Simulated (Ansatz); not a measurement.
# MoS₂: a line through an energy map

Aim: follow the energy of MoS2 (R-3m, No. 166; 9 atoms in the cell) along one coordinate, slide along a1 + a2 (5.334 Å), with the other held at opening across the cut = 0.7 Å.

The COD entry's cell or inner coordinates are ideal or old and differ from later refinements, so a difference from it is no clean test against experiment.

Method: DFT PBEsol+D3(BJ), scalar-relativistic, plane waves, PAW, in Ansatz 0.2.0.

45 further runs of the same task are left out: 45 set aside as unsound or not needed.

### 1 The starting structure

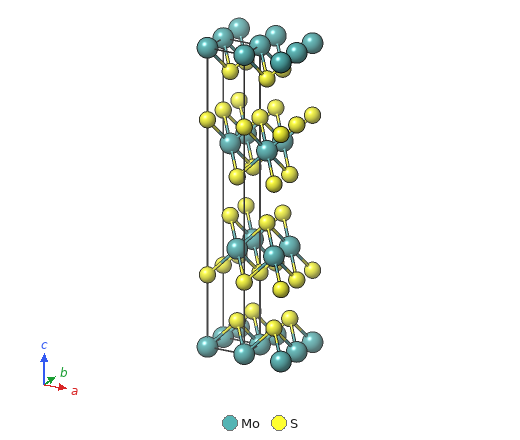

The starting structure, seen slightly off an axis (molybdenum teal, sulfur yellow). 2×2×1 cells are drawn. Atoms on the faces are drawn again on the opposite ones. The cell drawn here is the conventional one.

Coordinates:

```cif
data_structure
_symmetry_space_group_name_H-M 'R-3m:H'
_symmetry_Int_Tables_number 166
_cell_length_a 3.0798
_cell_length_b 3.0798
_cell_length_c 17.3912
_cell_angle_alpha 90.000
_cell_angle_beta 90.000
_cell_angle_gamma 120.000
_cell_volume 142.86
loop_
_atom_site_label
_atom_site_type_symbol
_atom_site_symmetry_multiplicity
_atom_site_Wyckoff_symbol
_atom_site_fract_x
_atom_site_fract_y
_atom_site_fract_z
_atom_site_occupancy
Mo1 Mo 3 a 0.00000 0.00000 0.00000 1
S1 S 6 c 0.00000 0.00000 0.75923 1
```

This cell was relaxed beforehand with the same method: volume 15.87 Å³/atom, gap on the mesh none (metal).

### 2 The scan

Rigid slide and opening across a plane, one cut a cell; the plane is (0 0 1) of the conventional cell, and the faces at the cut hold S and S.

The axes are (1) slide along a1 + a2 (5.334 Å): 12 values from 0.000 to 0.917, periodic; (2) opening across the cut: 7 values from −0.3 to 3.2 Å.

Nothing else is relaxed (rigid halves). Energies count from the perfect crystal. Points are written as (first, second).

### 3 Grid point (0.000, 0.7 Å)

Contents of input.yaml:

```yaml
crystal:
  lattice:
    - [-1.5399048628, -2.6671934611, 0.0]
    - [1.5399048628, -2.6671934611, 0.0]
    - [0.0, 0.0, 18.0911508613]
  atoms:
    - { symbol: Mo, position: [0.3333333333, 0.3333333333, 0.1601857981] }
    - { symbol: Mo, position: [0.6666666667, 0.6666666667, 0.4806214813] }
    - { symbol: Mo, position: [1.0, 1.0, 0.8010571646] }
    - { symbol: S, position: [1.0, 1.0, 0.5696011208] }
    - { symbol: S, position: [0.3333333333, 0.3333333333, 0.890036804] }
    - { symbol: S, position: [0.6666666667, 0.6666666667, 0.2491654375] }
    - { symbol: S, position: [1.0, 1.0, 0.0712061586] }
    - { symbol: S, position: [0.3333333333, 0.3333333333, 0.3916418419] }
    - { symbol: S, position: [0.6666666667, 0.6666666667, 0.7120775251] }
basis:
  ecutwfc: 420
kpoints:
  mp_grid: { grid: [14, 14, 3] }
hamiltonian:
  xc: pbesol
  pseudopotentials: { kind: paw, azcp: { folder: soft_1 } }
  dispersion: d3bj
scf:
  occupations: { method: gaussian, width: 0.15 }
output:
  forces: true
  stress: true
  eigenvalues: true
```

Started as:

```
$ ansatz run input.yaml --threads 4 --pin off --max-ram 8192MiB --backend cpu --events-out ev --progress --plain --runs-dir out
```

The log of the run (excerpt; [...] marks lines left out):

```text
Warning: <dir> the record states the generating functional pbe (its physics header spells it `PBE`), which answers neither for hamiltonian.xc's functional nor for the pbesol family's — results may be inconsistent (PPs are generated against a specific XC)
[...]
Warning: RAYON_NUM_THREADS=4 ignored (pool sized by the plan → 4); use --threads N
[...]
Pseudopotentials: kind: paw
Pseudopotential: Mo, paw, valence charge 14, recommended cutoff 420 eV (normal), <dir>
Pseudopotential: S, paw, valence charge 6, recommended cutoff 420 eV (normal), <dir>
Functional definition: PBEsol
[...]
Crystal: 9 atoms, lattice volume = 148.609 Å³
Basis set: ecut = 420 eV, 2905 PW (Γ), exchange–correlation on 48×48×250 points (8 copies of the dense FFT grid, shifted against one another)
Bands: 48, of which v1, the nominal top of the filled ones, is band 39 counted from 1 (38 counted from 0)
Symmetry: 12 space group operations
Space group: P-3m1 (ITA 164), of the structure as read, at distance tolerance 5.3e-5 Å
k-points: 64 of 588
[...]
SCF iter   1: F=—  HF=-20013.999953 eV  |F-HF|=—  |Δ(HF+E_count)|=         —  Δρ=5.81e-2  dr2=6.68e0  ethr=3.10e-3  ⟨swp⟩=8.3  Hψ=14851  notcnv=0
[...]
SCF iter  11: F=-20011.683522 eV  HF=-20011.683522 eV  |F-HF|=7.39e-9  |Δ(HF+E_count)|=   5.61e-9  Δρ=1.32e-6  dr2=1.10e-8  ethr=1.28e-10  ⟨swp⟩=12.7  Hψ=14289  notcnv=0
[...]
SCF converged after 11 iterations
Free energy (F): -20011.683522 eV
[...]
E sigma→0 (E₀):  -20011.673036 eV
Entropy (-TS):   -0.020972 eV (-2.330 meV/atom)
Fermi energy:    12.246578 eV
[...]
--- Forces (eV/Å), atoms counted from 1 ---
  atom   1  Mo    -0.00000000    -0.00000000    -0.11166465
  atom   2  Mo     0.00000000    -0.00000000     0.00000000
  atom   3  Mo     0.00000000     0.00000000     0.11166465
  atom   4  S      0.00000000    -0.00000000     0.02031146
  atom   5  S      0.00000000    -0.00000000     0.18460116
  atom   6  S      0.00000000    -0.00000000     0.07294885
  atom   7  S     -0.00000000     0.00000000    -0.18460116
  atom   8  S     -0.00000000     0.00000000    -0.02031146
[...]
--- Stress (GPa, compression-positive) ---
       -0.130162       0.000000       0.000000
        0.000000      -0.130162      -0.000000
        0.000000      -0.000000      -0.867433
  P = ⅓ Tr σ = -0.3759 GPa (-3.759 kbar)
--- Band table (eV; the first three rows and the last of 64) ---
[...]
```

It took 2.4 s on 4 threads of AMD EPYC 9B45 (Zen 5), shared host; peak memory 0.74 GiB.

Energy on the map's scale: 242 mJ/m².

### 4 Point (0.083, 0.7 Å)

Contents of input.yaml:

```yaml
crystal:
  lattice:
    - [-1.5399048628, -2.6671934611, 0.0]
    - [1.5399048628, -2.6671934611, 0.0]
    - [0.0, -0.4445322435, 18.0911508613]
  atoms:
    - { symbol: Mo, position: [0.3199845168, 0.3199845168, 0.1601857981] }
    - { symbol: Mo, position: [0.6266148766, 0.6266148766, 0.4806214813] }
    - { symbol: Mo, position: [0.9332452363, 0.9332452363, 0.8010571646] }
    - { symbol: S, position: [0.9525332399, 0.9525332399, 0.5696011208] }
    - { symbol: S, position: [0.2591635997, 0.2591635997, 0.890036804] }
    - { symbol: S, position: [0.6459028802, 0.6459028802, 0.2491654375] }
    - { symbol: S, position: [0.9940661534, 0.9940661534, 0.0712061586] }
    - { symbol: S, position: [0.3006965132, 0.3006965132, 0.3916418419] }
    - { symbol: S, position: [0.6073268729, 0.6073268729, 0.7120775251] }
basis:
  ecutwfc: 420
kpoints:
  mp_grid: { grid: [14, 14, 3] }
hamiltonian:
  xc: pbesol
  pseudopotentials: { kind: paw, azcp: { folder: soft_1 } }
  dispersion: d3bj
scf:
  occupations: { method: gaussian, width: 0.15 }
output:
  forces: true
  stress: true
  eigenvalues: true
```

Started as:

```
$ ansatz run input.yaml --threads 4 --pin off --max-ram 8192MiB --backend cpu --events-out ev --progress --plain --runs-dir out
```

The log of the run (excerpt; [...] marks lines left out):

```text
[...]
SCF converged after 11 iterations
Free energy (F): -20011.675643 eV
[...]
E sigma→0 (E₀):  -20011.665084 eV
Entropy (-TS):   -0.021119 eV (-2.347 meV/atom)
Fermi energy:    12.250294 eV
[...]
--- Forces (eV/Å), atoms counted from 1 ---
  atom   1  Mo     0.00000000     0.02114466    -0.11471747
  atom   2  Mo     0.00000000     0.00000000     0.00000000
  atom   3  Mo     0.00000000    -0.02114466     0.11471747
  atom   4  S      0.00000000    -0.00028131     0.02057193
  atom   5  S      0.00000000    -0.01666276     0.15972311
  atom   6  S      0.00000000    -0.00180926     0.07538344
  atom   7  S      0.00000000     0.01666276    -0.15972311
  atom   8  S      0.00000000     0.00028131    -0.02057193
[...]
--- Stress (GPa, compression-positive) ---
       -0.094923       0.000000       0.000000
        0.000000      -0.129356       0.186241
        0.000000       0.186241      -0.780884
  P = ⅓ Tr σ = -0.3351 GPa (-3.351 kbar)
--- Band table (eV; the first three rows and the last of 162) ---
[...]
```

It took 5.7 s on 4 threads of AMD EPYC 9B45 (Zen 5), shared host; peak memory 1.1 GiB.

That is 257 mJ/m² from the zero.

### 5 Point (0.167, 0.7 Å)

Contents of input.yaml:

```yaml
crystal:
  lattice:
    - [-1.5399048628, -2.6671934611, 0.0]
    - [1.5399048628, -2.6671934611, 0.0]
    - [0.0, -0.889064487, 18.0911508613]
  atoms:
    - { symbol: Mo, position: [0.3066357003, 0.3066357003, 0.1601857981] }
    - { symbol: Mo, position: [0.5865630864, 0.5865630864, 0.4806214813] }
    - { symbol: Mo, position: [0.8664904726, 0.8664904726, 0.8010571646] }
    - { symbol: S, position: [0.9050664799, 0.9050664799, 0.5696011208] }
    - { symbol: S, position: [0.184993866, 0.184993866, 0.890036804] }
    - { symbol: S, position: [0.6251390938, 0.6251390938, 0.2491654375] }
    - { symbol: S, position: [0.9881323069, 0.9881323069, 0.0712061586] }
    - { symbol: S, position: [0.268059693, 0.268059693, 0.3916418419] }
    - { symbol: S, position: [0.5479870791, 0.5479870791, 0.7120775251] }
basis:
  ecutwfc: 420
kpoints:
  mp_grid: { grid: [14, 14, 3] }
hamiltonian:
  xc: pbesol
  pseudopotentials: { kind: paw, azcp: { folder: soft_1 } }
  dispersion: d3bj
scf:
  occupations: { method: gaussian, width: 0.15 }
output:
  forces: true
  stress: true
  eigenvalues: true
```

Started as:

```
$ ansatz run input.yaml --threads 4 --pin off --max-ram 8192MiB --backend cpu --events-out ev --progress --plain --runs-dir out
```

The log of the run (excerpt; [...] marks lines left out):

```text
Warning: <dir> the record states the generating functional pbe (its physics header spells it `PBE`), which answers neither for hamiltonian.xc's functional nor for the pbesol family's — results may be inconsistent (PPs are generated against a specific XC)
[...]
Warning: RAYON_NUM_THREADS=4 ignored (pool sized by the plan → 4); use --threads N
[...]
Pseudopotentials: kind: paw
Pseudopotential: Mo, paw, valence charge 14, recommended cutoff 420 eV (normal), <dir>
Pseudopotential: S, paw, valence charge 6, recommended cutoff 420 eV (normal), <dir>
Functional definition: PBEsol
[...]
Crystal: 9 atoms, lattice volume = 148.609 Å³
Basis set: ecut = 420 eV, 2895 PW (Γ), exchange–correlation on 48×48×250 points (8 copies of the dense FFT grid, shifted against one another)
Bands: 48, of which v1, the nominal top of the filled ones, is band 39 counted from 1 (38 counted from 0)
Symmetry: 4 space group operations
Space group: C2/m (ITA 12), of the structure as read, at distance tolerance 5.3e-5 Å
k-points: 162 of 588
[...]
SCF iter  11: F=-20011.653450 eV  HF=-20011.653450 eV  |F-HF|=6.83e-9  |Δ(HF+E_count)|=   5.88e-9  Δρ=1.28e-6  dr2=1.01e-8  ethr=1.28e-10  ⟨swp⟩=13.0  Hψ=36618  notcnv=0
[...]
SCF converged after 11 iterations
Free energy (F): -20011.653450 eV
[...]
E sigma→0 (E₀):  -20011.642704 eV
Entropy (-TS):   -0.021492 eV (-2.388 meV/atom)
Fermi energy:    12.259667 eV
[...]
--- Forces (eV/Å), atoms counted from 1 ---
  atom   1  Mo     0.00000000     0.03338644    -0.11966634
  atom   2  Mo     0.00000000     0.00000000     0.00000000
  atom   3  Mo     0.00000000    -0.03338644     0.11966634
  atom   4  S      0.00000000    -0.00053637     0.02117462
  atom   5  S      0.00000000    -0.02893972     0.08969825
  atom   6  S      0.00000000    -0.00309809     0.08128917
  atom   7  S      0.00000000     0.02893972    -0.08969825
  atom   8  S      0.00000000     0.00053637    -0.02117462
[...]
--- Stress (GPa, compression-positive) ---
       -0.033993       0.000000       0.000000
        0.000000      -0.113357       0.301093
        0.000000       0.301093      -0.520082
  P = ⅓ Tr σ = -0.2225 GPa (-2.225 kbar)
--- Band table (eV; the first three rows and the last of 162) ---
[...]
```

Run time: 5.7 s. Hardware: 4 threads of AMD EPYC 9B45 (Zen 5), shared host; peak memory 1.1 GiB.

On the map this point reads 300 mJ/m².

### 6 Point (0.250, 0.7 Å)

Contents of input.yaml:

```yaml
crystal:
  lattice:
    - [-1.5399048628, -2.6671934611, 0.0]
    - [1.5399048628, -2.6671934611, 0.0]
    - [0.0, -1.3335967306, 18.0911508613]
  atoms:
    - { symbol: Mo, position: [0.2932868838, 0.2932868838, 0.1601857981] }
    - { symbol: Mo, position: [0.5465112963, 0.5465112963, 0.4806214813] }
    - { symbol: Mo, position: [0.7997357089, 0.7997357089, 0.8010571646] }
    - { symbol: S, position: [0.8575997198, 0.8575997198, 0.5696011208] }
    - { symbol: S, position: [0.1108241323, 0.1108241323, 0.890036804] }
    - { symbol: S, position: [0.6043753073, 0.6043753073, 0.2491654375] }
    - { symbol: S, position: [0.9821984603, 0.9821984603, 0.0712061586] }
    - { symbol: S, position: [0.2354228729, 0.2354228729, 0.3916418419] }
    - { symbol: S, position: [0.4886472854, 0.4886472854, 0.7120775251] }
basis:
  ecutwfc: 420
kpoints:
  mp_grid: { grid: [14, 14, 3] }
hamiltonian:
  xc: pbesol
  pseudopotentials: { kind: paw, azcp: { folder: soft_1 } }
  dispersion: d3bj
scf:
  occupations: { method: gaussian, width: 0.15 }
output:
  forces: true
  stress: true
  eigenvalues: true
```

Started as:

```
$ ansatz run input.yaml --threads 4 --pin off --max-ram 8192MiB --backend cpu --events-out ev --progress --plain --runs-dir out
```

The log of the run (excerpt; [...] marks lines left out):

```text
Warning: <dir> the record states the generating functional pbe (its physics header spells it `PBE`), which answers neither for hamiltonian.xc's functional nor for the pbesol family's — results may be inconsistent (PPs are generated against a specific XC)
[...]
Warning: RAYON_NUM_THREADS=4 ignored (pool sized by the plan → 4); use --threads N
[...]
Pseudopotentials: kind: paw
Pseudopotential: Mo, paw, valence charge 14, recommended cutoff 420 eV (normal), <dir>
Pseudopotential: S, paw, valence charge 6, recommended cutoff 420 eV (normal), <dir>
Functional definition: PBEsol
[...]
Crystal: 9 atoms, lattice volume = 148.609 Å³
Basis set: ecut = 420 eV, 2909 PW (Γ), exchange–correlation on 48×48×250 points (8 copies of the dense FFT grid, shifted against one another)
Bands: 48, of which v1, the nominal top of the filled ones, is band 39 counted from 1 (38 counted from 0)
Symmetry: 4 space group operations
Space group: C2/m (ITA 12), of the structure as read, at distance tolerance 5.3e-5 Å
k-points: 162 of 588
[...]
SCF iter  11: F=-20011.628728 eV  HF=-20011.628728 eV  |F-HF|=6.91e-9  |Δ(HF+E_count)|=   2.97e-9  Δρ=1.27e-6  dr2=9.81e-9  ethr=1.28e-10  ⟨swp⟩=13.1  Hψ=37233  notcnv=0
[...]
SCF converged after 11 iterations
Free energy (F): -20011.628728 eV
[...]
E sigma→0 (E₀):  -20011.617833 eV
Entropy (-TS):   -0.021791 eV (-2.421 meV/atom)
Fermi energy:    12.268869 eV
[...]
--- Forces (eV/Å), atoms counted from 1 ---
  atom   1  Mo     0.00000000     0.02467516    -0.12152297
  atom   2  Mo     0.00000000     0.00000000     0.00000000
  atom   3  Mo     0.00000000    -0.02467516     0.12152297
  atom   4  S      0.00000000    -0.00045648     0.02167361
  atom   5  S      0.00000000    -0.02284209     0.01126092
  atom   6  S      0.00000000    -0.00247088     0.08688603
  atom   7  S      0.00000000     0.02284209    -0.01126092
  atom   8  S      0.00000000     0.00045648    -0.02167361
[...]
--- Stress (GPa, compression-positive) ---
       -0.005203       0.000000       0.000000
        0.000000      -0.082547       0.226187
        0.000000       0.226187      -0.211030
  P = ⅓ Tr σ = -0.0996 GPa (-0.996 kbar)
--- Band table (eV; the first three rows and the last of 162) ---
[...]
```

It took 5.8 s on 4 threads of AMD EPYC 9B45 (Zen 5), shared host; peak memory 1.1 GiB.

Energy on the map's scale: 349 mJ/m².

### 7 The run at (0.333, 0.7 Å)

Contents of input.yaml:

```yaml
crystal:
  lattice:
    - [-1.5399048628, -2.6671934611, 0.0]
    - [1.5399048628, -2.6671934611, 0.0]
    - [0.0, -1.7781289741, 18.0911508613]
  atoms:
    - { symbol: Mo, position: [0.2799380673, 0.2799380673, 0.1601857981] }
    - { symbol: Mo, position: [0.5064595062, 0.5064595062, 0.4806214813] }
    - { symbol: Mo, position: [0.7329809451, 0.7329809451, 0.8010571646] }
    - { symbol: S, position: [0.8101329597, 0.8101329597, 0.5696011208] }
    - { symbol: S, position: [0.0366543987, 0.0366543987, 0.890036804] }
    - { symbol: S, position: [0.5836115208, 0.5836115208, 0.2491654375] }
    - { symbol: S, position: [0.9762646138, 0.9762646138, 0.0712061586] }
    - { symbol: S, position: [0.2027860527, 0.2027860527, 0.3916418419] }
    - { symbol: S, position: [0.4293074916, 0.4293074916, 0.7120775251] }
basis:
  ecutwfc: 420
kpoints:
  mp_grid: { grid: [14, 14, 3] }
hamiltonian:
  xc: pbesol
  pseudopotentials: { kind: paw, azcp: { folder: soft_1 } }
  dispersion: d3bj
scf:
  occupations: { method: gaussian, width: 0.15 }
output:
  forces: true
  stress: true
  eigenvalues: true
```

Started as:

```
$ ansatz run input.yaml --threads 4 --pin off --max-ram 8192MiB --backend cpu --events-out ev --progress --plain --runs-dir out
```

The log of the run (excerpt; [...] marks lines left out):

```text
Warning: <dir> the record states the generating functional pbe (its physics header spells it `PBE`), which answers neither for hamiltonian.xc's functional nor for the pbesol family's — results may be inconsistent (PPs are generated against a specific XC)
[...]
Warning: crystal.symmetry: narrowed to the stabiliser of the k-point mesh — unitary ops 12 → 4; excluded 8 operations that carry a point of the 14×14×3 mesh (shift [0, 0, 0]) off the mesh (the run samples exactly the mesh kpoints.mp_grid names, as under crystal.symmetry.detect: false, and [...]
Warning: RAYON_NUM_THREADS=4 ignored (pool sized by the plan → 4); use --threads N
[...]
Pseudopotentials: kind: paw
Pseudopotential: Mo, paw, valence charge 14, recommended cutoff 420 eV (normal), <dir>
Pseudopotential: S, paw, valence charge 6, recommended cutoff 420 eV (normal), <dir>
Functional definition: PBEsol
[...]
Crystal: 9 atoms, lattice volume = 148.609 Å³
Basis set: ecut = 420 eV, 2887 PW (Γ), exchange–correlation on 48×48×250 points (8 copies of the dense FFT grid, shifted against one another)
Bands: 48, of which v1, the nominal top of the filled ones, is band 39 counted from 1 (38 counted from 0)
Symmetry: 4 space group operations
k-points: 162 of 588
[...]
SCF iter   1: F=—  HF=-20013.954901 eV  |F-HF|=—  |Δ(HF+E_count)|=         —  Δρ=5.81e-2  dr2=6.75e0  ethr=3.10e-3  ⟨swp⟩=8.7  Hψ=37655  notcnv=0
[...]
SCF iter  11: F=-20011.618159 eV  HF=-20011.618159 eV  |F-HF|=6.52e-9  |Δ(HF+E_count)|=   2.58e-9  Δρ=1.26e-6  dr2=9.40e-9  ethr=1.28e-10  ⟨swp⟩=13.0  Hψ=37404  notcnv=0
[...]
SCF converged after 11 iterations
Free energy (F): -20011.618159 eV
[...]
E sigma→0 (E₀):  -20011.607219 eV
Entropy (-TS):   -0.021881 eV (-2.431 meV/atom)
Fermi energy:    12.272424 eV
[...]
--- Forces (eV/Å), atoms counted from 1 ---
  atom   1  Mo     0.00000000     0.00001361    -0.12110090
  atom   2  Mo     0.00000000     0.00000000     0.00000000
  atom   3  Mo     0.00000000    -0.00001361     0.12110090
  atom   4  S      0.00000000     0.00000753     0.02184678
  atom   5  S      0.00000000     0.00000986    -0.02231216
  atom   6  S      0.00000000    -0.00000541     0.08898537
  atom   7  S      0.00000000    -0.00000986     0.02231216
  atom   8  S      0.00000000    -0.00000753    -0.02184678
[...]
--- Stress (GPa, compression-positive) ---
       -0.035663       0.000000       0.000000
        0.000000      -0.035561       0.000086
        0.000000       0.000086      -0.072848
  P = ⅓ Tr σ = -0.0480 GPa (-0.480 kbar)
--- Band table (eV; the first three rows and the last of 162) ---
[...]
```

Run time: 5.6 s. Hardware: 4 threads of AMD EPYC 9B45 (Zen 5), shared host; peak memory 1.1 GiB.

On the map this point reads 369 mJ/m².

### 8 Grid point (0.417, 0.7 Å)

Contents of input.yaml:

```yaml
crystal:
  lattice:
    - [-1.5399048628, -2.6671934611, 0.0]
    - [1.5399048628, -2.6671934611, 0.0]
    - [0.0, -2.2226612176, 18.0911508613]
  atoms:
    - { symbol: Mo, position: [0.2665892508, 0.2665892508, 0.1601857981] }
    - { symbol: Mo, position: [0.4664077161, 0.4664077161, 0.4806214813] }
    - { symbol: Mo, position: [0.6662261814, 0.6662261814, 0.8010571646] }
    - { symbol: S, position: [0.7626661997, 0.7626661997, 0.5696011208] }
    - { symbol: S, position: [-0.037515335, -0.037515335, 0.890036804] }
    - { symbol: S, position: [0.5628477344, 0.5628477344, 0.2491654375] }
    - { symbol: S, position: [0.9703307672, 0.9703307672, 0.0712061586] }
    - { symbol: S, position: [0.1701492326, 0.1701492326, 0.3916418419] }
    - { symbol: S, position: [0.3699676979, 0.3699676979, 0.7120775251] }
basis:
  ecutwfc: 420
kpoints:
  mp_grid: { grid: [14, 14, 3] }
hamiltonian:
  xc: pbesol
  pseudopotentials: { kind: paw, azcp: { folder: soft_1 } }
  dispersion: d3bj
scf:
  occupations: { method: gaussian, width: 0.15 }
output:
  forces: true
  stress: true
  eigenvalues: true
```

Started as:

```
$ ansatz run input.yaml --threads 4 --pin off --max-ram 8192MiB --backend cpu --events-out ev --progress --plain --runs-dir out
```

The log of the run (excerpt; [...] marks lines left out):

```text
[...]
SCF converged after 11 iterations
Free energy (F): -20011.627724 eV
[...]
E sigma→0 (E₀):  -20011.616814 eV
Entropy (-TS):   -0.021819 eV (-2.424 meV/atom)
Fermi energy:    12.269584 eV
[...]
--- Forces (eV/Å), atoms counted from 1 ---
  atom   1  Mo     0.00000000    -0.01964841    -0.12296773
  atom   2  Mo     0.00000000     0.00000000     0.00000000
  atom   3  Mo     0.00000000     0.01964841     0.12296773
  atom   4  S      0.00000000     0.00052359     0.02167599
  atom   5  S      0.00000000     0.02111827     0.00757649
  atom   6  S      0.00000000     0.00217019     0.08733773
  atom   7  S      0.00000000    -0.02111827    -0.00757649
  atom   8  S      0.00000000    -0.00052359    -0.02167599
[...]
--- Stress (GPa, compression-positive) ---
       -0.088206       0.000000       0.000000
        0.000000       0.012618      -0.188625
        0.000000      -0.188625      -0.204135
  P = ⅓ Tr σ = -0.0932 GPa (-0.932 kbar)
--- Band table (eV; the first three rows and the last of 162) ---
[...]
```

Wall time 5.7 s (4 threads of AMD EPYC 9B45 (Zen 5), shared host); peak memory 1.1 GiB.

On the map this point reads 351 mJ/m².

[end of part 1 of 2]
